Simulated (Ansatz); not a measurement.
# Profile along the Eu–Eu line in Eu (bcc, W type)

Eu (bcc, W type)

```xyz
1
Lattice="-2.2236 2.2236 2.2236 2.2236 -2.2236 2.2236 2.2236 2.2236 -2.2236" Properties=species:S:1:pos:R:3 pbc="T T T"
Eu     0.0000     0.0000     0.0000
```

Fields along a shortest Eu–Eu line of a {211} plane (3.85 Å), from Eu to Eu, interpolated on the slice's grid (step about 0.2 Å). Computed with r2SCAN (plane waves to 500 eV, PAW, scalar-relativistic; Ansatz, a first-principles code). k mesh 15×15×15. These are valence fields of a PAW run, semicore shells included where kept as valence: close to a nucleus they are smooth pseudo fields. Eu was relaxed with its symmetry unable to fall. Relaxed Eu ends ferromagnetic. The relaxed volume of Eu is well below the measured one. The magnetic order is the one the run started from; other orders were not tried. The f-shell state is unchecked: a lower one may exist.

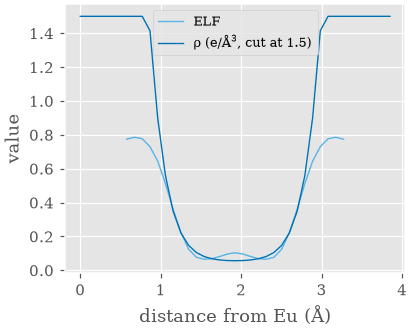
Figure: ELF (away from the nuclei) and valence density from Eu to Eu.

Density on the Eu–Eu line (3.85 Å) at its midpoint: 0.06 e/Å³. ELF at that point: 0.10.
